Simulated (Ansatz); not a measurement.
**Geometry relaxation of C$_{3}$H$_{8}$SSi (part 2 of 2)**

Continued. System: C$_{3}$H$_{8}$SSi, SMILES C[SiH2]C(C)=S. Method: RKS PBE0-D4/def2-TZVP (Ansatz 0.2.0). The geometry: PBE-D4/def2-SVP start.

Geometry of the input (Å):
```
C  -0.9715  1.3784  1.5075
Si -0.5857  0.6543  -0.1823
C  0.7840  -0.6839  -0.0861
C  1.0095  -1.5555  -1.2887
S  1.6815  -0.8146  1.2876
H  -1.3804  0.5956  2.1777
H  -0.0442  1.7683  1.9725
H  -1.7122  2.1995  1.4261
H  -1.8087  0.0340  -0.8165
H  -0.0863  1.7114  -1.1388
H  0.0934  -2.1526  -1.4993
H  1.8697  -2.2389  -1.1486
H  1.1715  -0.9307  -2.1962
```

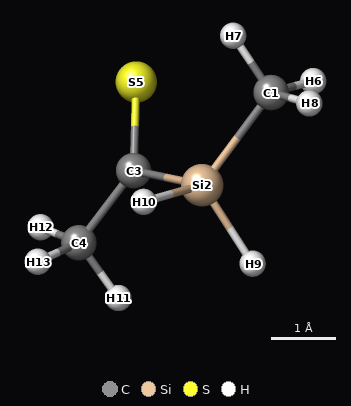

The geometry at step 10 of the log (ball-and-stick view, seen at a tilt; atoms are numbered from 1 in the order of the input).

## Trajectory as extended XYZ, continued
```
13
Properties=species:S:1:pos:R:3:forces:R:3 step=4 energy=-21945.13384
C    -0.9602    1.3794    1.4937    0.0054  -0.0103  -0.0080
Si   -0.5741    0.6374   -0.1655   -0.0025  -0.0019  -0.0063
C     0.7723   -0.6959   -0.0761   -0.0142  -0.0104  -0.0001
C     1.0015   -1.5343   -1.2878    0.0152   0.0246  -0.0172
S     1.6388   -0.8695    1.2818    0.0044   0.0029   0.0196
H    -1.3377    0.6165    2.1773    0.0020   0.0010   0.0023
H    -0.0627    1.8131    1.9373    0.0054   0.0017   0.0036
H    -1.7164    2.1613    1.3920   -0.0073   0.0035  -0.0016
H    -1.7812    0.0124   -0.7809    0.0023  -0.0009   0.0047
H    -0.0763    1.6651   -1.1251   -0.0002  -0.0012  -0.0009
H     0.1014   -2.1199   -1.5081   -0.0038   0.0029   0.0092
H     1.8510   -2.2064   -1.1607   -0.0108  -0.0019  -0.0053
H     1.1641   -0.8940   -2.1630    0.0041  -0.0099   0.0000
13
Properties=species:S:1:pos:R:3:forces:R:3 step=5 energy=-21945.13416
C    -0.9554    1.3845    1.4923   -0.0019   0.0040   0.0058
Si   -0.5773    0.6321   -0.1637    0.0016  -0.0047   0.0008
C     0.7663   -0.7034   -0.0712   -0.0123  -0.0176  -0.0208
C     1.0055   -1.5284   -1.2910    0.0180   0.0241  -0.0003
S     1.6152   -0.8956    1.2954    0.0029   0.0008   0.0086
H    -1.3185    0.6241    2.1871    0.0066   0.0075  -0.0092
H    -0.0595    1.8336    1.9246   -0.0054  -0.0061  -0.0046
H    -1.7218    2.1568    1.3894    0.0015  -0.0021   0.0027
H    -1.7877    0.0028   -0.7687    0.0056   0.0041   0.0025
H    -0.0812    1.6526   -1.1325   -0.0075  -0.0042   0.0028
H     0.1069   -2.1119   -1.5234   -0.0005   0.0057   0.0081
H     1.8535   -2.2026   -1.1647   -0.0112   0.0003  -0.0043
H     1.1746   -0.8793   -2.1586    0.0026  -0.0118   0.0079
13
Properties=species:S:1:pos:R:3:forces:R:3 step=6 energy=-21945.13441
C    -0.9480    1.3933    1.4904   -0.0044   0.0105   0.0276
Si   -0.5839    0.6217   -0.1596    0.0075   0.0175  -0.0090
C     0.7600   -0.7128   -0.0660   -0.0126  -0.0398   0.0011
C     1.0145   -1.5184   -1.2965    0.0078   0.0146   0.0191
S     1.5776   -0.9372    1.3158   -0.0096   0.0082  -0.0388
H    -1.2879    0.6377    2.2024    0.0092   0.0174  -0.0186
H    -0.0531    1.8638    1.9031   -0.0214  -0.0147  -0.0136
H    -1.7288    2.1519    1.3875    0.0163  -0.0124   0.0042
H    -1.7991   -0.0145   -0.7471    0.0056  -0.0043   0.0059
H    -0.1007    1.6321   -1.1455   -0.0054  -0.0021   0.0049
H     0.1131   -2.0890   -1.5515    0.0104   0.0111   0.0007
H     1.8518   -2.2051   -1.1671   -0.0025   0.0033  -0.0005
H     1.2051   -0.8581   -2.1510   -0.0010  -0.0092   0.0168
13
Properties=species:S:1:pos:R:3:forces:R:3 step=7 energy=-21945.13450
C    -0.9445    1.3988    1.4899    0.0027   0.0060   0.0287
Si   -0.5893    0.6167   -0.1575   -0.0125  -0.0108  -0.0003
C     0.7489   -0.7239   -0.0623    0.0503   0.0140  -0.0061
C     1.0191   -1.5148   -1.2990   -0.0227  -0.0069   0.0236
S     1.5611   -0.9540    1.3223   -0.0295  -0.0030  -0.0439
H    -1.2782    0.6469    2.2091    0.0104   0.0228  -0.0249
H    -0.0476    1.8735    1.8940   -0.0268  -0.0166  -0.0150
H    -1.7271    2.1556    1.3872    0.0184  -0.0145   0.0038
H    -1.8078   -0.0234   -0.7340    0.0019   0.0066   0.0029
H    -0.1094    1.6202   -1.1524   -0.0030  -0.0088   0.0085
H     0.1210   -2.0837   -1.5705    0.0211   0.0146  -0.0029
H     1.8558   -2.2022   -1.1680   -0.0069   0.0078   0.0009
H     1.2185   -0.8445   -2.1438   -0.0035  -0.0112   0.0248
13
Properties=species:S:1:pos:R:3:forces:R:3 step=8 energy=-21945.13479
C    -0.9431    1.3983    1.4895    0.0008   0.0032   0.0132
Si   -0.5926    0.6157   -0.1584   -0.0011  -0.0045   0.0042
C     0.7491   -0.7211   -0.0638    0.0198  -0.0025  -0.0108
C     1.0206   -1.5137   -1.2986   -0.0192  -0.0026   0.0152
S     1.5568   -0.9530    1.3222   -0.0073  -0.0022  -0.0159
H    -1.2768    0.6473    2.2088    0.0047   0.0110  -0.0125
H    -0.0443    1.8702    1.8914   -0.0123  -0.0081  -0.0079
H    -1.7236    2.1569    1.3888    0.0067  -0.0044   0.0027
H    -1.8115   -0.0277   -0.7299    0.0016   0.0055  -0.0006
H    -0.1160    1.6190   -1.1546   -0.0069  -0.0038   0.0017
H     0.1207   -2.0765   -1.5757    0.0149   0.0103  -0.0034
H     1.8522   -2.2059   -1.1633   -0.0008   0.0033   0.0010
H     1.2290   -0.8443   -2.1416   -0.0009  -0.0052   0.0131
13
Properties=species:S:1:pos:R:3:forces:R:3 step=9 energy=-21945.13504
C    -0.9387    1.4018    1.4888    0.0041  -0.0048  -0.0031
Si   -0.6002    0.6097   -0.1571   -0.0012   0.0051   0.0011
C     0.7449   -0.7238   -0.0635   -0.0021  -0.0089  -0.0065
C     1.0262   -1.5094   -1.2998   -0.0202  -0.0038  -0.0029
S     1.5401   -0.9662    1.3274    0.0061  -0.0001   0.0034
H    -1.2680    0.6551    2.2137   -0.0012   0.0000   0.0009
H    -0.0363    1.8734    1.8813    0.0015   0.0007   0.0003
H    -1.7180    2.1612    1.3901   -0.0044   0.0048  -0.0005
H    -1.8224   -0.0390   -0.7153    0.0020  -0.0009   0.0008
H    -0.1359    1.6082   -1.1634   -0.0023   0.0000  -0.0009
H     0.1248   -2.0595   -1.5969    0.0179   0.0107  -0.0010
H     1.8484   -2.2114   -1.1572    0.0002   0.0020  -0.0010
H     1.2558   -0.8348   -2.1331   -0.0004  -0.0049   0.0095
13
Properties=species:S:1:pos:R:3:forces:R:3 step=10 energy=-21945.13519
C    -0.9327    1.4078    1.4876    0.0081  -0.0114  -0.0127
Si   -0.6104    0.6008   -0.1545   -0.0016   0.0072   0.0011
C     0.7372   -0.7304   -0.0616   -0.0067  -0.0080   0.0032
C     1.0336   -1.5029   -1.3022   -0.0240  -0.0058  -0.0276
S     1.5161   -0.9880    1.3359    0.0056   0.0013   0.0018
H    -1.2552    0.6676    2.2219   -0.0032  -0.0035   0.0055
H    -0.0258    1.8815    1.8669    0.0053   0.0039   0.0028
H    -1.7117    2.1673    1.3902   -0.0100   0.0093  -0.0020
H    -1.8367   -0.0567   -0.6935    0.0049   0.0004   0.0021
H    -0.1600    1.5911   -1.1754   -0.0024  -0.0009   0.0006
H     0.1318   -2.0373   -1.6277    0.0350   0.0196   0.0080
H     1.8446   -2.2165   -1.1520   -0.0059   0.0048  -0.0059
H     1.2899   -0.8189   -2.1206   -0.0050  -0.0169   0.0231
13
Properties=species:S:1:pos:R:3:forces:R:3 step=11 energy=-21945.13527
C    -0.9301    1.4108    1.4870    0.0082  -0.0112  -0.0120
Si   -0.6148    0.5961   -0.1528   -0.0039   0.0076   0.0001
C     0.7337   -0.7344   -0.0601   -0.0032  -0.0048   0.0089
C     1.0367   -1.4999   -1.3034   -0.0185  -0.0049  -0.0306
S     1.5064   -0.9987    1.3397    0.0007   0.0021  -0.0040
H    -1.2502    0.6743    2.2260   -0.0025  -0.0026   0.0049
H    -0.0213    1.8855    1.8604    0.0035   0.0034   0.0026
H    -1.7089    2.1706    1.3890   -0.0079   0.0072  -0.0021
H    -1.8429   -0.0653   -0.6829    0.0051   0.0001   0.0028
H    -0.1712    1.5823   -1.1806   -0.0009  -0.0019   0.0017
H     0.1353   -2.0262   -1.6426    0.0325   0.0177   0.0099
H     1.8424   -2.2190   -1.1509   -0.0075   0.0054  -0.0066
H     1.3055   -0.8108   -2.1138   -0.0056  -0.0181   0.0244
13
Properties=species:S:1:pos:R:3:forces:R:3 step=12 energy=-21945.13537
C    -0.9267    1.4148    1.4859    0.0047  -0.0059  -0.0071
Si   -0.6205    0.5896   -0.1502   -0.0034   0.0030   0.0012
C     0.7289   -0.7400   -0.0579    0.0045  -0.0006   0.0128
C     1.0405   -1.4957   -1.3051   -0.0069  -0.0010  -0.0235
S     1.4944   -1.0127    1.3445   -0.0061   0.0022  -0.0116
H    -1.2442    0.6836    2.2315    0.0001   0.0004   0.0007
H    -0.0155    1.8914    1.8518   -0.0011   0.0008   0.0006
H    -1.7053    2.1750    1.3866   -0.0020   0.0017  -0.0007
H    -1.8505   -0.0779   -0.6679    0.0035   0.0021   0.0018
H    -0.1851    1.5698   -1.1874   -0.0013  -0.0027   0.0026
H     0.1400   -2.0100   -1.6630    0.0192   0.0103   0.0090
H     1.8385   -2.2229   -1.1505   -0.0067   0.0041  -0.0049
H     1.3262   -0.7997   -2.1034   -0.0043  -0.0144   0.0190
13
Properties=species:S:1:pos:R:3:forces:R:3 step=13 energy=-21945.13541
C    -0.9246    1.4172    1.4852    0.0023  -0.0028  -0.0017
Si   -0.6237    0.5855   -0.1485   -0.0023   0.0052  -0.0011
C     0.7270   -0.7429   -0.0566    0.0012  -0.0051   0.0114
C     1.0429   -1.4932   -1.3062    0.0005   0.0033  -0.0121
S     1.4871   -1.0219    1.3475   -0.0063   0.0035  -0.0123
H    -1.2392    0.6892    2.2352    0.0014   0.0019  -0.0016
H    -0.0127    1.8964    1.8460   -0.0028  -0.0007  -0.0004
H    -1.7042    2.1765    1.3850    0.0012  -0.0014  -0.0002
H    -1.8549   -0.0851   -0.6588    0.0025  -0.0005   0.0021
H    -0.1944    1.5622   -1.1915    0.0004  -0.0019   0.0025
H     0.1423   -1.9983   -1.6753    0.0079   0.0046   0.0057
H     1.8348   -2.2266   -1.1505   -0.0035   0.0021  -0.0021
H     1.3403   -0.7935   -2.0965   -0.0023  -0.0081   0.0098
13
Properties=species:S:1:pos:R:3:forces:R:3 step=14 energy=-21945.13539 accepted=F
C    -0.9220    1.4191    1.4841   -0.0015   0.0026  -0.0001
Si   -0.6272    0.5820   -0.1476   -0.0065  -0.0078   0.0057
C     0.7219   -0.7478   -0.0547    0.0213   0.0166  -0.0069
C     1.0449   -1.4907   -1.3069   -0.0058  -0.0049   0.0052
S     1.4791   -1.0292    1.3500   -0.0063  -0.0050   0.0001
H    -1.2322    0.6937    2.2384    0.0009  -0.0004  -0.0012
H    -0.0097    1.9016    1.8393   -0.0001  -0.0002  -0.0003
H    -1.7033    2.1767    1.3842    0.0002   0.0000   0.0007
H    -1.8599   -0.0913   -0.6501   -0.0023   0.0024  -0.0017
H    -0.2014    1.5549   -1.1954    0.0014  -0.0021   0.0004
H     0.1455   -1.9883   -1.6876   -0.0016  -0.0018  -0.0025
H     1.8320   -2.2289   -1.1503    0.0005  -0.0004   0.0010
H     1.3530   -0.7865   -2.0885   -0.0003   0.0012  -0.0005
13
Properties=species:S:1:pos:R:3:forces:R:3 step=15 energy=-21945.13542
C    -0.9234    1.4180    1.4846   -0.0008   0.0003  -0.0012
Si   -0.6254    0.5841   -0.1483    0.0033   0.0008   0.0020
C     0.7255   -0.7439   -0.0562   -0.0014  -0.0052   0.0037
C     1.0438   -1.4919   -1.3065    0.0010   0.0022  -0.0017
S     1.4823   -1.0256    1.3488   -0.0006   0.0011  -0.0031
H    -1.2344    0.6908    2.2367    0.0005   0.0000  -0.0006
H    -0.0117    1.8998    1.8423   -0.0003  -0.0001  -0.0004
H    -1.7047    2.1754    1.3851   -0.0001   0.0002   0.0005
H    -1.8569   -0.0886   -0.6546    0.0005   0.0012  -0.0007
H    -0.1973    1.5591   -1.1932   -0.0023  -0.0002  -0.0002
H     0.1431   -1.9925   -1.6807    0.0012   0.0007   0.0008
H     1.8324   -2.2285   -1.1500   -0.0004   0.0004   0.0000
H     1.3472   -0.7910   -2.0931   -0.0004  -0.0014   0.0008
13
Properties=species:S:1:pos:R:3:forces:R:3 step=16 energy=-21945.13543
C    -0.9225    1.4190    1.4843   -0.0003   0.0004   0.0003
Si   -0.6263    0.5828   -0.1476   -0.0012  -0.0002  -0.0008
C     0.7240   -0.7458   -0.0555    0.0012   0.0012  -0.0020
C     1.0448   -1.4910   -1.3069   -0.0004   0.0000   0.0026
S     1.4791   -1.0295    1.3499    0.0003  -0.0008   0.0021
H    -1.2312    0.6926    2.2381    0.0000  -0.0007   0.0005
H    -0.0110    1.9026    1.8396    0.0007   0.0004   0.0003
H    -1.7051    2.1752    1.3849   -0.0001   0.0001  -0.0001
H    -1.8586   -0.0900   -0.6517   -0.0008  -0.0009   0.0002
H    -0.2006    1.5564   -1.1946    0.0011   0.0004  -0.0003
H     0.1444   -1.9889   -1.6851   -0.0015  -0.0010  -0.0013
H     1.8317   -2.2294   -1.1501    0.0007  -0.0005   0.0007
H     1.3519   -0.7886   -2.0904    0.0002   0.0014  -0.0021
```

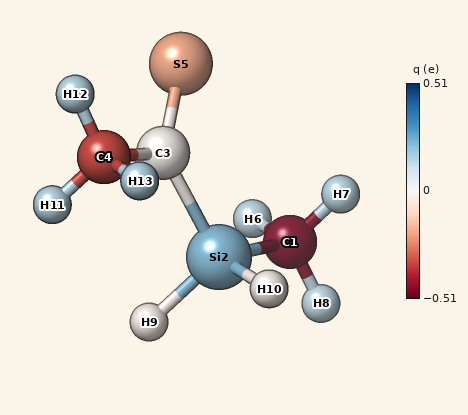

Mulliken charges, as the colour of each atom (ball-and-stick view, seen at a tilt; atoms are numbered from 1 in the order of the input). By element: C −0.49 to −0.02, Si +0.23, S −0.20 and H −0.02 to +0.15 e.
